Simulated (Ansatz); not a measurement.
**UCCSD/def2-TZVP run of SiH3O2 (SMILES O[SiH]O)**

What is the vertical ionisation energy of SiH3O2 at UCCSD/def2-TZVP? 

Program for the calculation: Ansatz 0.2.0.

24 further runs of the same task are left out: 24 set aside as unsound or not needed. Runs told in other sessions of the task aren't counted.

### Step 1. The molecule

SiH3O2 has 6 atoms, charge 0, and is taken as a doublet. As SMILES, `O[SiH]O`. Geometry: relaxed at PBE0-D4/def2-TZVP. This is one conformer, not always the lowest.

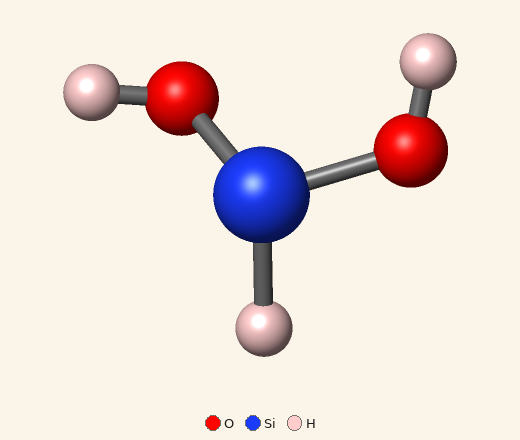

The structure, seen from a chosen angle (oxygen red, silicon blue, hydrogen pink).

### Step 2. The energy at UCCSD/def2-TZVP

Input file input.yaml:

```yaml
crystal:
  periodic: [false, false, false]
  atoms:
    - {symbol: O, position_ang: [-1.186200, -0.443400, -0.202500]}
    - {symbol: Si, position_ang: [0.358900, 0.083300, -0.457100]}
    - {symbol: O, position_ang: [1.071000, 0.255000, 1.010900]}
    - {symbol: H, position_ang: [-1.625300, -0.879000, -0.934700]}
    - {symbol: H, position_ang: [0.393800, 1.459300, -1.043800]}
    - {symbol: H, position_ang: [0.987700, -0.475200, 1.627200]}
basis:
  gaussian:
    orbitals: def2-TZVP
accuracy: high
magnetization:
  spin_polarized: true
  initial_magnetization: 1
scf:
  omitted_lower_state_checks: [cluster_reference, increment]
correlation:
  method: ccsd
  frozen_orbitals: {H: 0, O: 1, Si: 5}
total_charge: 0
```

On the command line:

```console
$ ansatz run input.yaml --threads 1 --pin off --max-ram 2610MiB --events-out events.jsonl --progress --plain --runs-dir runs
```

The program printed:

```text
Warning: RAYON_NUM_THREADS=1 ignored (pool sized by the plan → 1); use --threads N
Functional definition: HF
  name "HF"
  exchange = exact_x
  correlation = 0
these checks for a lower state are left out or cut short: cluster_reference, increment
2060 factors; integrals over basis functions are off by at most 3.5e-9 eV
mean field evaluation 1: about -11983.3793 eV, gradient 3.3e1 eV
mean field evaluation 2: about -11983.3930 eV, gradient 3.4e1 eV
mean field evaluation 4: about -11987.6274 eV, gradient 2.5e0 eV
mean field evaluation 8: about -11987.7209 eV, gradient 1.8e-1 eV
mean field evaluation 16: about -11987.7215 eV, gradient 1.7e-8 eV
mean field -11987.72145561 eV, -440.5406379241 hartree, gradient 1.7e-8 eV, S^2 0.754810; 0 other end points of the search recorded, 0 dependent functions left out
7 core orbitals not correlated: weight in the atoms' cores, before any rotation towards them, 1.000 or more for the frozen orbitals, at most 0.000 for the correlated occupied ones
reference -11987.72145561 eV, -440.5406379241 hartree; 10, 9 occupied and 100, 101 virtual orbitals, 2060 factors
second order -15.59941069 eV of doubles, -0.00000000 eV of singles
cycle   1  -15.60288280 eV  change   -3.5e-3 eV  update   8.5e-2
cycle   2  -15.96607939 eV  change   -3.6e-1 eV  update   2.6e-2
cycle   3  -16.05922070 eV  change   -9.3e-2 eV  update   1.5e-2
cycle   4  -16.05001689 eV  change    9.2e-3 eV  update   4.6e-3
cycle   5  -16.04883663 eV  change    1.2e-3 eV  update   2.4e-3
cycle   6  -16.04973487 eV  change   -9.0e-4 eV  update   8.0e-4
cycle   7  -16.04965343 eV  change    8.1e-5 eV  update   3.5e-4
cycle   8  -16.04968584 eV  change   -3.2e-5 eV  update   1.3e-4
cycle   9  -16.04971535 eV  change   -3.0e-5 eV  update   5.7e-5
cycle  10  -16.04969344 eV  change    2.2e-5 eV  update   2.4e-5
cycle  11  -16.04970667 eV  change   -1.3e-5 eV  update   1.0e-5
cycle  12  -16.04970759 eV  change   -9.1e-7 eV  update   4.1e-6
cycle  13  -16.04970902 eV  change   -1.4e-6 eV  update   1.7e-6
cycle  14  -16.04971015 eV  change   -1.1e-6 eV  update   6.3e-7
cycle  15  -16.04971020 eV  change   -4.9e-8 eV  update   2.6e-7
cycle  16  -16.04971014 eV  change    5.7e-8 eV  update   1.3e-7
cycle  17  -16.04971014 eV  change   -6.8e-9 eV  update   6.3e-8
cycle  18  -16.04971016 eV  change   -1.3e-8 eV  update   3.8e-8
cycle  19  -16.04971016 eV  change   -4.7e-9 eV  update   2.6e-8
cycle  20  -16.04971025 eV  change   -8.9e-8 eV  update   8.4e-8
cycle  21  -16.04971024 eV  change    6.7e-9 eV  update   2.0e-8
cycle  22  -16.04971025 eV  change   -9.3e-9 eV  update   6.5e-9
cycle  23  -16.04971026 eV  change   -1.2e-9 eV  update   3.1e-9
cycle  24  -16.04971026 eV  change   -1.1e-9 eV  update   1.4e-9
Total energy: -12003.77116586 eV, -441.1304538971 hartree
Checks for a lower state left out: cluster_reference, increment
```

It took 1.8 min on 1 thread of Arm Neoverse V1, shared host; peak memory 2.2 GiB.

### Step 3. The singlet cation

Input file in.yaml:

```yaml
crystal:
  periodic: [false, false, false]
  atoms:
    - {symbol: O, position_ang: [-1.186200, -0.443400, -0.202500]}
    - {symbol: Si, position_ang: [0.358900, 0.083300, -0.457100]}
    - {symbol: O, position_ang: [1.071000, 0.255000, 1.010900]}
    - {symbol: H, position_ang: [-1.625300, -0.879000, -0.934700]}
    - {symbol: H, position_ang: [0.393800, 1.459300, -1.043800]}
    - {symbol: H, position_ang: [0.987700, -0.475200, 1.627200]}
basis:
  gaussian:
    orbitals: def2-TZVP
total_charge: 1
correlation:
  method: ccsd
  frozen_orbitals: {H: 0, O: 1, Si: 5}
accuracy: high
scf:
  omitted_lower_state_checks: [cluster_reference, increment]
```

On the command line:

```console
$ ansatz run in.yaml --threads 1 --pin off --max-ram 2610MiB --events-out events.jsonl --progress --plain --runs-dir runs
```

The program printed:

```text
Warning: RAYON_NUM_THREADS=1 ignored (pool sized by the plan → 1); use --threads N
[... 4 set-up lines as earlier in the session ...]
these checks for a lower state are left out or cut short: cluster_reference, increment
2060 factors; integrals over basis functions are off by at most 3.5e-9 eV
mean field evaluation 1: about -11969.6415 eV, gradient 7.7e1 eV
mean field evaluation 2: about -11969.6497 eV, gradient 7.7e1 eV
mean field evaluation 4: about -11979.5381 eV, gradient 3.6e0 eV
mean field evaluation 8: about -11979.5875 eV, gradient 1.4e-1 eV
mean field evaluation 16: about -11979.5876 eV, gradient 1.6e-8 eV
mean field -11979.58758967 eV, -440.2417238644 hartree, gradient 1.6e-8 eV, S^2 0.000000; 0 other end points of the search recorded, 0 dependent functions left out
7 core orbitals not correlated: weight in the atoms' cores, before any rotation towards them, 1.000 or more for the frozen orbitals, at most 0.000 for the correlated occupied ones
reference -11979.58758967 eV, -440.2417238644 hartree; 9, 9 occupied and 101, 101 virtual orbitals, 2060 factors
second order -15.77461872 eV of doubles, -0.00000000 eV of singles
cycle   1  -15.57898353 eV  change    2.0e-1 eV  update   1.1e-1
cycle   2  -15.98443539 eV  change   -4.1e-1 eV  update   3.7e-2
cycle   3  -16.12321718 eV  change   -1.4e-1 eV  update   2.2e-2
cycle   4  -16.10797983 eV  change    1.5e-2 eV  update   7.1e-3
cycle   5  -16.10160158 eV  change    6.4e-3 eV  update   3.5e-3
cycle   6  -16.10382544 eV  change   -2.2e-3 eV  update   1.5e-3
cycle   7  -16.10336999 eV  change    4.6e-4 eV  update   6.5e-4
cycle   8  -16.10319983 eV  change    1.7e-4 eV  update   2.7e-4
cycle   9  -16.10338589 eV  change   -1.9e-4 eV  update   1.3e-4
cycle  10  -16.10338000 eV  change    5.9e-6 eV  update   4.8e-5
cycle  11  -16.10337563 eV  change    4.4e-6 eV  update   1.9e-5
cycle  12  -16.10339736 eV  change   -2.2e-5 eV  update   9.5e-6
cycle  13  -16.10339183 eV  change    5.5e-6 eV  update   3.7e-6
cycle  14  -16.10339619 eV  change   -4.4e-6 eV  update   2.0e-6
cycle  15  -16.10339725 eV  change   -1.1e-6 eV  update   7.5e-7
cycle  16  -16.10339656 eV  change    6.9e-7 eV  update   4.0e-7
cycle  17  -16.10339665 eV  change   -9.2e-8 eV  update   1.9e-7
cycle  18  -16.10339668 eV  change   -3.5e-8 eV  update   1.0e-7
cycle  19  -16.10339672 eV  change   -3.5e-8 eV  update   5.8e-8
cycle  20  -16.10339671 eV  change    7.9e-9 eV  update   3.7e-8
cycle  21  -16.10339685 eV  change   -1.4e-7 eV  update   1.3e-7
cycle  22  -16.10339682 eV  change    2.8e-8 eV  update   3.6e-8
cycle  23  -16.10339683 eV  change   -1.2e-8 eV  update   2.0e-8
cycle  24  -16.10339683 eV  change    2.1e-9 eV  update   8.0e-9
cycle  25  -16.10339683 eV  change  -2.0e-10 eV  update   3.6e-9
cycle  26  -16.10339683 eV  change  -7.3e-10 eV  update   1.4e-9
Total energy: -11995.69098650 eV, -440.8335127826 hartree
Checks for a lower state left out: cluster_reference, increment
```

Run time: 31 s. Hardware: 1 thread of Arm Neoverse V1, shared host; peak memory 1 GiB.

### Step 4. Results

At UCCSD/def2-TZVP, 7 core orbitals frozen:

| quantity | value |
| --- | --- |
| doublet SiH3O2: total energy | -441.13045 Eh |
| doublet SiH3O2: correlation energy (7 core orbitals frozen) | -589.8 mEh |
| doublet SiH3O2: ⟨S²⟩ of the reference determinant | 0.755 |
| doublet SiH3O2: T1 diagnostic | 0.015 |
| singlet cation: total energy | -440.83351 Eh |
| singlet cation: correlation energy (7 core orbitals frozen) | -591.8 mEh |
| singlet cation: T1 diagnostic | 0.019 |
| vertical ionisation energy (to the singlet cation) | 8.080 eV |

What this shows: The vertical ionisation energy comes to 8.08 eV (186 kcal/mol). Only the singlet of the ionised species was computed; a triplet could lie lower.
